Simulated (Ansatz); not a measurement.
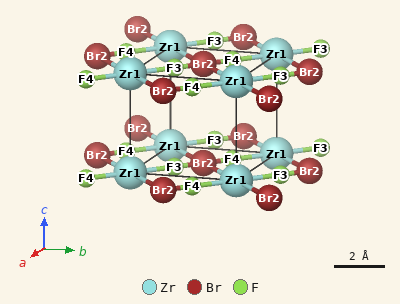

Crystalline ZrBrF$_{2}$ (a generated structure, set up in Cmmm) (coarse preliminary run), before the relaxation. Style: ball-and-stick. Shown: the cell of the calculation, slightly off an axis.

The calculation used DFT PBE, scalar-relativistic, plane waves, PAW (Ansatz).

Input file:
```yaml
crystal:
  lattice:
    - [2.97737746, -3.2864448, 0.0]
    - [2.97737746, 3.2864448, 0.0]
    - [0.0, 0.0, 4.13107701]
  atoms:
    - { symbol: Zr, position: [0.0, 0.0, 0.0] }
    - { symbol: Br, position: [0.5, 0.5, 0.0] }
    - { symbol: F, position: [0.69790347, 0.30209653, 0.0] }
    - { symbol: F, position: [0.30209653, 0.69790347, 0.0] }
basis:
  ecutwfc: 420
kpoints:
  mp_grid: { grid: [4, 4, 4] }
hamiltonian:
  xc: pbe
scf:
  occupations: { method: gaussian, width: 0.1 }
  lower_state_search: "off"
output:
  forces: true
  stress: true
  eigenvalues: true
relax:
  adjacent_minimum: "off"
  f_tol: 0.04
  max_steps: 70
  cell: { stress_tol: 0.4 }
```

Command:
```bash
ansatz run input.yaml --threads 1 --pin off --max-ram 2560MiB --backend cpu --events-out ev --progress --plain --runs-dir out
```

**Predict the outcome.**

After 20 accepted moves (24 points after the start) the energy has fallen by 7277 meV per atom. The largest force component goes from 51 to 0.013 eV/Å. The pressure goes from 99.19 to 0.08 GPa. The SCF was repeated 4 times at an unchanged geometry on a basis and grid sized afresh for the cell, which shifted the energy by 210 meV per atom at most. The largest moves relative to the cell, 1.44 Å, are those of F3 and F4. F3 goes along [1 −1 0]. Zr and Br stay in place. The drawn cell changes as follows: a = b 4.435 → 6.176 Å (+39.3 %), c 4.131 → 3.654 Å (−11.6 %), γ 95.6° → 128.8°; the volume changes by +34.4 %. Near-neighbour distances that change, for instance: Br2–F3 1.301 → 3.645 Å, Zr1–Br2 2.977 → 2.669 Å, Zr1–F3 1.986 → 1.924 Å. Bonds break, among them: Br2–F3 (1.30 → 3.65 Å), Br2–F4 (1.30 → 3.65 Å). The space group stays Cmmm (No. 65).

The structure at the end:

```
CELL_PARAMETERS angstrom
2.66936 -5.56951 0.00000
2.66936 5.56951 0.00000
0.00000 0.00000 3.65385
ATOMIC_POSITIONS crystal
Zr 0.00000 0.00000 0.00000
Br 0.50000 0.50000 0.00000
F 0.82727 0.17273 0.00000
F 0.17273 0.82727 0.00000
```

After the run, drawn alike:

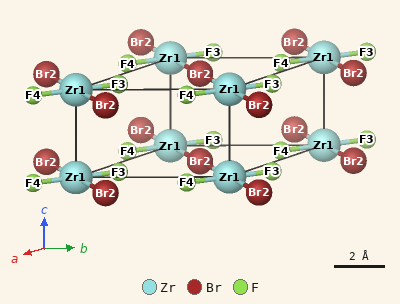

Limits of the set-up: the k-point mesh is coarse for a cell with partly filled bands; an odd number of electrons was run without spin polarisation, which fails if the electron would localise.
